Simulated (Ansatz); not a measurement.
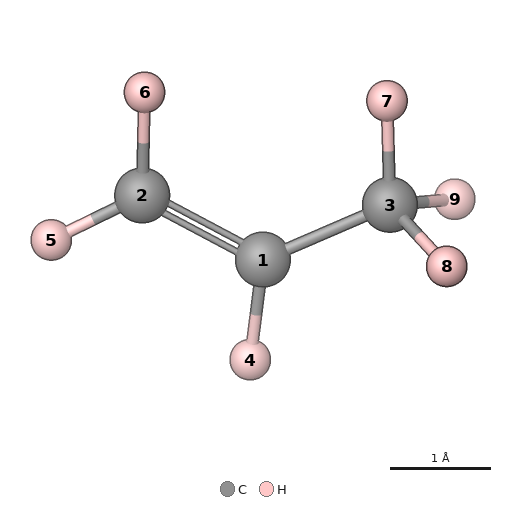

Simulated data, not a measurement (program: Ansatz).

Orthographic view. Distant atoms are faded towards the background colour. Geometry: a fixed input geometry, not necessarily a minimum.

Write a MOL file (V2000) with the atoms in numerical order, bonds sorted by atom number with the orders drawn, and coordinates in the frame of the picture: x right, y up, z towards the viewer, origin at the mean position.

```
C3H6
                    3D

  9  8  0  0  0  0  0  0  0  0999 V2000
   -0.1800   -0.4600   -0.1800 C   0  0  0  0  0  0  0  0  0  0  0  0
   -1.3900    0.1800    0.0200 C   0  0  0  0  0  0  0  0  0  0  0  0
    1.0900    0.0800    0.0800 C   0  0  0  0  0  0  0  0  0  0  0  0
   -0.3100   -1.4700   -0.6700 H   0  0  0  0  0  0  0  0  0  0  0  0
   -2.3000   -0.2700   -0.1600 H   0  0  0  0  0  0  0  0  0  0  0  0
   -1.3700    1.2100    0.5300 H   0  0  0  0  0  0  0  0  0  0  0  0
    1.0600    1.1200    0.4600 H   0  0  0  0  0  0  0  0  0  0  0  0
    1.6600   -0.5300    0.8000 H   0  0  0  0  0  0  0  0  0  0  0  0
    1.7400    0.1400   -0.8800 H   0  0  0  0  0  0  0  0  0  0  0  0
  1  2  2  0
  1  3  1  0
  1  4  1  0
  2  5  1  0
  2  6  1  0
  3  7  1  0
  3  8  1  0
  3  9  1  0
M  END
```
